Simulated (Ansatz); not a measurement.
# CH2Si (triplet): B2PLYP, RPA-PBE over vertical spin and charge gaps, cc-pVDZ

How well do these functionals follow the top wave-function level for CH2Si (triplet) over vertical spin and charge gaps?

Computed with Ansatz 0.2.0, Gaussian basis. Level: cc-pVDZ, all electrons in the functionals, frozen cores in the correlation of double hybrids and RPA.

The runs, in order: B2PLYP, RPA-PBE, at charge 0, triplet; charge 0, singlet; charge 0, quintet; charge 1, doublet; charge 1, quartet.

4 further runs of the same task are left out: 4 set aside as unsound or not needed.

### 1 What is computed

The geometry is a PBE0/def2-TZVP stationary point (not a proven minimum).

4 atoms, charge 0, spin multiplicity 3.

Atoms are counted from 1 here; the program's logs count them from 0.

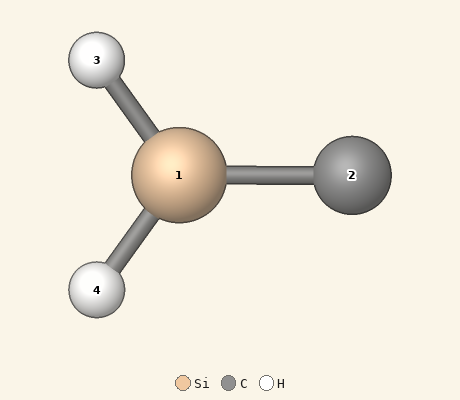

The geometry (silicon light orange, carbon grey, hydrogen white); atoms are numbered from 1 in the order of the file.

No dispersion term is added.

The geometry shown and the zero of energy belong to the point charge 0, triplet. The yardstick, RCCSDTQ, and other wave-function levels (R restricted, U unrestricted, valence and pair active spaces) come from earlier runs.

### 2 B2PLYP, charge 0, triplet

File in.yaml:

```yaml
crystal:
  periodic: [false, false, false]
  atoms:
    - {symbol: Si, position_ang: [0.000000, 0.000000, 0.477506]}
    - {symbol: C, position_ang: [0.000000, 0.000000, -1.342750]}
    - {symbol: H, position_ang: [0.000000, 1.212489, 1.347482]}
    - {symbol: H, position_ang: [0.000000, -1.212489, 1.347482]}
basis:
  gaussian: {orbitals: cc-pVDZ}
magnetization: {spin_polarized: true, initial_magnetization: 2}
hamiltonian: {xc: {name: B2PLYP}}
correlation: {electrons: outside_noble_gas}
```

Started as:

```bash
> ansatz run in.yaml --threads 1 --pin off --events-out ev --progress --plain --max-ram 3968MiB --backend cpu
```

Standard output:

```text
Functional definition: B2PLYP
  name "B2PLYP"
  cite "Grimme, J. Chem. Phys. 124, 034108 (2006) doi:10.1063/1.2148954"
  cite "Becke, Phys. Rev. A 38, 3098 (1988) doi:10.1103/PhysRevA.38.3098"
  cite "Lee, Yang & Parr, Phys. Rev. B 37, 785 (1988) doi:10.1103/PhysRevB.37.785"
  parameter a = 0.53
  parameter c = 0.27
  exchange = (1 - a)*b88_x + a*exact_x
  correlation = (1 - c)*lyp_c + c*(mp2_os + mp2_ss)
402 factors; integrals over basis functions are off by at most 1.3e-3 eV
mean field evaluation 1: about -8933.0580 eV, gradient 1.3e1 eV
mean field evaluation 2: about -8933.0907 eV, gradient 1.3e1 eV
mean field evaluation 4: about -8934.2963 eV, gradient 1.2e0 eV
mean field evaluation 8: about -8934.3300 eV, gradient 7.4e-2 eV
mean field evaluation 16: about -8934.3302 eV, gradient 8.3e-5 eV
mean field evaluation 32: about -8934.2107 eV, gradient 6.7e-1 eV
mean field -8934.33019379 eV, -328.3305787154 hartree, gradient 8.3e-6 eV, S^2 2.006326; 2 other end points of the search recorded, 0 dependent functions left out
6 core orbitals not correlated: weight in the atoms' cores, before any rotation towards them, 1.000 or more for the frozen orbitals, at most 0.000 for the correlated occupied ones
reference -8934.33031095 eV, -328.3305830207 hartree; 6, 4 occupied and 30, 32 virtual orbitals, 402 factors
second order -6.02804558 eV of doubles, -0.00000000 eV of singles
Total energy: -8935.95788325 eV, -328.3903951998 hartree
```

Run time: 1.7 s. Hardware: 1 thread of AMD EPYC 7R13, shared host.

From the report: ⟨S²⟩ of the determinant 2.006 (pure triplet: 2.00).

### 3 B2PLYP, charge 0, singlet

Edit in.yaml of step 2 so:

```diff
@@ -9,3 +9,3 @@
   gaussian: {orbitals: cc-pVDZ}
-magnetization: {spin_polarized: true, initial_magnetization: 2}
+magnetization: {spin_polarized: true, initial_magnetization: 0}
 hamiltonian: {xc: {name: B2PLYP}}
```

Launched as before.

Standard output, shortened:

```text
Functional definition: B2PLYP
  name "B2PLYP"
  cite "Grimme, J. Chem. Phys. 124, 034108 (2006) doi:10.1063/1.2148954"
  cite "Becke, Phys. Rev. A 38, 3098 (1988) doi:10.1103/PhysRevA.38.3098"
  cite "Lee, Yang & Parr, Phys. Rev. B 37, 785 (1988) doi:10.1103/PhysRevB.37.785"
[...]
402 factors; integrals over basis functions are off by at most 1.3e-3 eV
[...]
mean field -8934.30197017 eV, -328.3295415162 hartree, gradient 7.5e-9 eV, S^2 0.554945; 10 other end points of the search recorded, 0 dependent functions left out
6 core orbitals not correlated: weight in the atoms' cores, before any rotation towards them, 1.000 or more for the frozen orbitals, at most 0.000 for the correlated occupied ones
reference -8934.30208974 eV, -328.3295459103 hartree; 5, 5 occupied and 31, 31 virtual orbitals, 402 factors
second order -6.63006325 eV of doubles, -0.00000000 eV of singles
Total energy: -8936.09220681 eV, -328.3953314995 hartree
```

Run time: 7.5 s. Hardware: 1 thread of AMD EPYC 7R13, shared host.

From the report: ⟨S²⟩ of the determinant 0.555 (pure singlet: 0.00). The determinant is far from a pure spin state, so its energy mixes those of several spin states (harmless only where they are near-degenerate, as at dissociation).

From charge 0, triplet: -3.1 kcal/mol.

### 4 B2PLYP, charge 0, quintet

Edit in.yaml of step 3 so:

```diff
@@ -9,3 +9,3 @@
   gaussian: {orbitals: cc-pVDZ}
-magnetization: {spin_polarized: true, initial_magnetization: 0}
+magnetization: {spin_polarized: true, initial_magnetization: 4}
 hamiltonian: {xc: {name: B2PLYP}}
```

Launched as before.

Standard output, shortened:

```text
Functional definition: B2PLYP
  name "B2PLYP"
  cite "Grimme, J. Chem. Phys. 124, 034108 (2006) doi:10.1063/1.2148954"
  cite "Becke, Phys. Rev. A 38, 3098 (1988) doi:10.1103/PhysRevA.38.3098"
  cite "Lee, Yang & Parr, Phys. Rev. B 37, 785 (1988) doi:10.1103/PhysRevB.37.785"
[...]
402 factors; integrals over basis functions are off by at most 1.3e-3 eV
[...]
mean field -8932.71740400 eV, -328.2713097836 hartree, gradient 1.7e-6 eV, S^2 6.006513; 0 other end points of the search recorded, 0 dependent functions left out
6 core orbitals not correlated: weight in the atoms' cores, before any rotation towards them, 1.000 or more for the frozen orbitals, at most 0.000 for the correlated occupied ones
reference -8932.71752327 eV, -328.2713141668 hartree; 7, 3 occupied and 29, 33 virtual orbitals, 402 factors
second order -4.80920797 eV of doubles, -0.00000000 eV of singles
Total energy: -8934.01600942 eV, -328.3190326527 hartree
```

Run time: 0.88 s. Hardware: 1 thread of AMD EPYC 7R13, shared host.

From the report: ⟨S²⟩ of the determinant 6.007 (pure quintet: 6.00).

From charge 0, triplet: +44.8 kcal/mol.

### 5 B2PLYP, charge 1, doublet

Edit in.yaml of step 4 so:

```diff
@@ -9,3 +9,4 @@
   gaussian: {orbitals: cc-pVDZ}
-magnetization: {spin_polarized: true, initial_magnetization: 4}
+total_charge: 1
+magnetization: {spin_polarized: true, initial_magnetization: 1}
 hamiltonian: {xc: {name: B2PLYP}}
```

The command is unchanged.

Standard output, shortened:

```text
Functional definition: B2PLYP
  name "B2PLYP"
  cite "Grimme, J. Chem. Phys. 124, 034108 (2006) doi:10.1063/1.2148954"
  cite "Becke, Phys. Rev. A 38, 3098 (1988) doi:10.1103/PhysRevA.38.3098"
  cite "Lee, Yang & Parr, Phys. Rev. B 37, 785 (1988) doi:10.1103/PhysRevB.37.785"
[...]
402 factors; integrals over basis functions are off by at most 1.3e-3 eV
[...]
mean field -8925.86957393 eV, -328.0196566702 hartree, gradient 3.5e-6 eV, S^2 1.324202; 11 other end points of the search recorded, 0 dependent functions left out
6 core orbitals not correlated: weight in the atoms' cores, before any rotation towards them, 1.000 or more for the frozen orbitals, at most 0.000 for the correlated occupied ones
reference -8925.86969483 eV, -328.0196611132 hartree; 5, 4 occupied and 31, 32 virtual orbitals, 402 factors
second order -4.82778361 eV of doubles, -0.00000000 eV of singles
Total energy: -8927.17319640 eV, -328.0675639126 hartree
```

It took 6.5 s on 1 thread of AMD EPYC 7R13, shared host.

From the report: ⟨S²⟩ of the determinant 1.324 (pure doublet: 0.75). The determinant is far from a pure spin state, so its energy mixes those of several spin states (harmless only where they are near-degenerate, as at dissociation).

From charge 0, triplet: +202.6 kcal/mol.

### 6 B2PLYP, charge 1, quartet

Edit in.yaml of step 5 so:

```diff
@@ -10,3 +10,3 @@
 total_charge: 1
-magnetization: {spin_polarized: true, initial_magnetization: 1}
+magnetization: {spin_polarized: true, initial_magnetization: 3}
 hamiltonian: {xc: {name: B2PLYP}}
```

The command is unchanged.

Standard output, shortened:

```text
Functional definition: B2PLYP
  name "B2PLYP"
  cite "Grimme, J. Chem. Phys. 124, 034108 (2006) doi:10.1063/1.2148954"
  cite "Becke, Phys. Rev. A 38, 3098 (1988) doi:10.1103/PhysRevA.38.3098"
  cite "Lee, Yang & Parr, Phys. Rev. B 37, 785 (1988) doi:10.1103/PhysRevB.37.785"
[...]
402 factors; integrals over basis functions are off by at most 1.3e-3 eV
[...]
mean field -8926.06397974 eV, -328.0268009521 hartree, gradient 2.2e-6 eV, S^2 3.752300; 0 other end points of the search recorded, 0 dependent functions left out
6 core orbitals not correlated: weight in the atoms' cores, before any rotation towards them, 1.000 or more for the frozen orbitals, at most 0.000 for the correlated occupied ones
reference -8926.06410088 eV, -328.0268054036 hartree; 6, 3 occupied and 30, 33 virtual orbitals, 402 factors
second order -4.56299791 eV of doubles, -0.00000000 eV of singles
Total energy: -8927.29611031 eV, -328.0720809153 hartree
```

It took 0.94 s on 1 thread of AMD EPYC 7R13, shared host.

From the report: ⟨S²⟩ of the determinant 3.752 (pure quartet: 3.75).

From charge 0, triplet: +199.7 kcal/mol.

### 7 RPA-PBE, charge 0, triplet

Edit in.yaml of step 6 so:

```diff
@@ -9,5 +9,4 @@
   gaussian: {orbitals: cc-pVDZ}
-total_charge: 1
-magnetization: {spin_polarized: true, initial_magnetization: 3}
-hamiltonian: {xc: {name: B2PLYP}}
-correlation: {electrons: outside_noble_gas}
+magnetization: {spin_polarized: true, initial_magnetization: 2}
+hamiltonian: {xc: {name: PBE}}
+correlation: {method: rpa, electrons: outside_noble_gas}
```

The command is unchanged.

Standard output, shortened:

```text
Functional definition: PBE
  name "PBE"
  cite "Perdew, Burke & Ernzerhof, Phys. Rev. Lett. 77, 3865 (1996) doi:10.1103/PhysRevLett.77.3865"
  parent pbe
[...]
402 factors; integrals over basis functions are off by at most 1.3e-3 eV
[...]
mean field -8935.07214033 eV, -328.3578447479 hartree, gradient 4.6e-10 eV, S^2 2.004868; 10 other end points of the search recorded, 0 dependent functions left out
6 core orbitals not correlated: weight in the atoms' cores, before any rotation towards them, 1.000 or more for the frozen orbitals, at most 0.000 for the correlated occupied ones
reference -8918.36934659 eV, -327.7440283994 hartree; 6, 4 occupied and 30, 32 virtual orbitals, 402 factors
Total energy: -8928.15752564 eV, -328.1037373448 hartree
```

Wall time 7.5 s (1 thread of AMD EPYC 7R13, shared host).

From the report: ⟨S²⟩ of the determinant 2.005 (pure triplet: 2.00).

### 8 RPA-PBE, charge 0, singlet

Edit in.yaml of step 7 so:

```diff
@@ -9,3 +9,3 @@
   gaussian: {orbitals: cc-pVDZ}
-magnetization: {spin_polarized: true, initial_magnetization: 2}
+magnetization: {spin_polarized: true, initial_magnetization: 0}
 hamiltonian: {xc: {name: PBE}}
```

Launched as before.

Standard output, shortened:

```text
Functional definition: PBE
  name "PBE"
  cite "Perdew, Burke & Ernzerhof, Phys. Rev. Lett. 77, 3865 (1996) doi:10.1103/PhysRevLett.77.3865"
  parent pbe
[...]
402 factors; integrals over basis functions are off by at most 1.3e-3 eV
[...]
mean field -8935.24746046 eV, -328.3642876437 hartree, gradient 3.6e-6 eV, S^2 0.473093; 23 other end points of the search recorded, 0 dependent functions left out
6 core orbitals not correlated: weight in the atoms' cores, before any rotation towards them, 1.000 or more for the frozen orbitals, at most 0.000 for the correlated occupied ones
reference -8917.89379806 eV, -327.7265523131 hartree; 5, 5 occupied and 31, 31 virtual orbitals, 402 factors
Total energy: -8928.36782620 eV, -328.1114657479 hartree
```

It took 11 s on 1 thread of AMD EPYC 7R13, shared host.

From the report: ⟨S²⟩ of the determinant 0.473 (pure singlet: 0.00).

From charge 0, triplet: -4.8 kcal/mol.

### 9 RPA-PBE, charge 0, quintet

Edit in.yaml of step 8 so:

```diff
@@ -9,3 +9,3 @@
   gaussian: {orbitals: cc-pVDZ}
-magnetization: {spin_polarized: true, initial_magnetization: 0}
+magnetization: {spin_polarized: true, initial_magnetization: 4}
 hamiltonian: {xc: {name: PBE}}
```

Same command.

Standard output, shortened:

```text
Functional definition: PBE
  name "PBE"
  cite "Perdew, Burke & Ernzerhof, Phys. Rev. Lett. 77, 3865 (1996) doi:10.1103/PhysRevLett.77.3865"
  parent pbe
[...]
402 factors; integrals over basis functions are off by at most 1.3e-3 eV
[...]
mean field -8933.08539677 eV, -328.2848332687 hartree, gradient 7.4e-6 eV, S^2 6.004133; 0 other end points of the search recorded, 0 dependent functions left out
6 core orbitals not correlated: weight in the atoms' cores, before any rotation towards them, 1.000 or more for the frozen orbitals, at most 0.000 for the correlated occupied ones
reference -8917.86488035 eV, -327.7254896070 hartree; 7, 3 occupied and 29, 33 virtual orbitals, 402 factors
Total energy: -8926.10094015 eV, -328.0281592220 hartree
```

It took 0.73 s on 1 thread of AMD EPYC 7R13, shared host.

From the report: ⟨S²⟩ of the determinant 6.004 (pure quintet: 6.00).

From charge 0, triplet: +47.4 kcal/mol.

### 10 RPA-PBE, charge 1, doublet

Edit in.yaml of step 9 so:

```diff
@@ -9,3 +9,4 @@
   gaussian: {orbitals: cc-pVDZ}
-magnetization: {spin_polarized: true, initial_magnetization: 4}
+total_charge: 1
+magnetization: {spin_polarized: true, initial_magnetization: 1}
 hamiltonian: {xc: {name: PBE}}
```

Launched as before.

Standard output, shortened:

```text
Functional definition: PBE
  name "PBE"
  cite "Perdew, Burke & Ernzerhof, Phys. Rev. Lett. 77, 3865 (1996) doi:10.1103/PhysRevLett.77.3865"
  parent pbe
[...]
402 factors; integrals over basis functions are off by at most 1.3e-3 eV
[...]
mean field -8926.13846313 eV, -328.0295381662 hartree, gradient 1.2e-6 eV, S^2 1.249864; 19 other end points of the search recorded, 0 dependent functions left out
6 core orbitals not correlated: weight in the atoms' cores, before any rotation towards them, 1.000 or more for the frozen orbitals, at most 0.000 for the correlated occupied ones
reference -8910.35504368 eV, -327.4495081996 hartree; 5, 4 occupied and 31, 32 virtual orbitals, 402 factors
Total energy: -8919.24432947 eV, -327.7761834271 hartree
```

It took 7.5 s on 1 thread of AMD EPYC 7R13, shared host.

From the report: ⟨S²⟩ of the determinant 1.250 (pure doublet: 0.75).

From charge 0, triplet: +205.5 kcal/mol.

### 11 RPA-PBE, charge 1, quartet

Edit in.yaml of step 10 so:

```diff
@@ -10,3 +10,3 @@
 total_charge: 1
-magnetization: {spin_polarized: true, initial_magnetization: 1}
+magnetization: {spin_polarized: true, initial_magnetization: 3}
 hamiltonian: {xc: {name: PBE}}
```

Same command.

Standard output, shortened:

```text
Functional definition: PBE
  name "PBE"
  cite "Perdew, Burke & Ernzerhof, Phys. Rev. Lett. 77, 3865 (1996) doi:10.1103/PhysRevLett.77.3865"
  parent pbe
[...]
402 factors; integrals over basis functions are off by at most 1.3e-3 eV
[...]
mean field -8926.20040414 eV, -328.0318144564 hartree, gradient 4.2e-6 eV, S^2 3.751184; 0 other end points of the search recorded, 0 dependent functions left out
6 core orbitals not correlated: weight in the atoms' cores, before any rotation towards them, 1.000 or more for the frozen orbitals, at most 0.000 for the correlated occupied ones
reference -8911.27816059 eV, -327.4834321206 hartree; 6, 3 occupied and 30, 33 virtual orbitals, 402 factors
Total energy: -8919.30517354 eV, -327.7784194054 hartree
```

Run time: 0.72 s. Hardware: 1 thread of AMD EPYC 7R13, shared host.

From the report: ⟨S²⟩ of the determinant 3.751 (pure quartet: 3.75).

From charge 0, triplet: +204.1 kcal/mol.

### 12 Against the wave-function levels

The yardstick is RCCSDTQ, where the cluster series has nearly closed. It comes from earlier runs at the same points. Energies in kcal/mol, counted from charge 0, triplet; blanks weren't run or aren't comparable.

| level | triplet to singlet | triplet to quintet | ionisation to the doublet cation | ionisation to the quartet cation |
| --- | --- | --- | --- | --- |
| RCCSDTQ | -5.0 | 41.1 | 203.3 | 195.9 |
| B2PLYP | -3.1 | 44.8 | 202.6 | 199.7 |
| RPA-PBE | -4.8 | 47.4 | 205.5 | 204.1 |

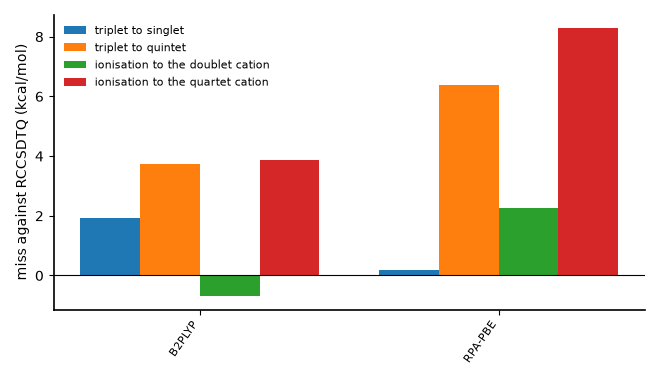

Misses of the gaps against RCCSDTQ.

Largest miss and mean time a point (RCCSDTQ took 33 s a point; shared hosts):

| level | largest miss (kcal/mol) | where | time a point |
| --- | --- | --- | --- |
| B2PLYP | +3.9 | ionisation to the quartet cation | 3.5 s |
| RPA-PBE | +8.3 | ionisation to the quartet cation | 5.4 s |

### 13 Results

```
                                 quantity                                             value
              triplet to singlet, RCCSDTQ                                     -5.0 kcal/mol
              triplet to quintet, RCCSDTQ                                     41.1 kcal/mol
ionisation to the doublet cation, RCCSDTQ                                    203.3 kcal/mol
ionisation to the quartet cation, RCCSDTQ                                    195.9 kcal/mol
                     largest miss, B2PLYP  +3.9 kcal/mol (ionisation to the quartet cation)
                    largest miss, RPA-PBE  +8.3 kcal/mol (ionisation to the quartet cation)
```

What this shows: Of the functionals, B2PLYP keep the smallest largest miss at the points compared (at most 3.9 kcal/mol) and RPA-PBE strays most (8.3 kcal/mol, at ionisation to the quartet cation). B2PLYP, RPA-PBE clearly break the spin symmetry at some points (⟨S²⟩ up to 0.57 above the pure value), so energy there is bought with a mixed spin. Functionals and the yardstick converge differently with the basis, so part of each miss in cc-pVDZ is the basis.
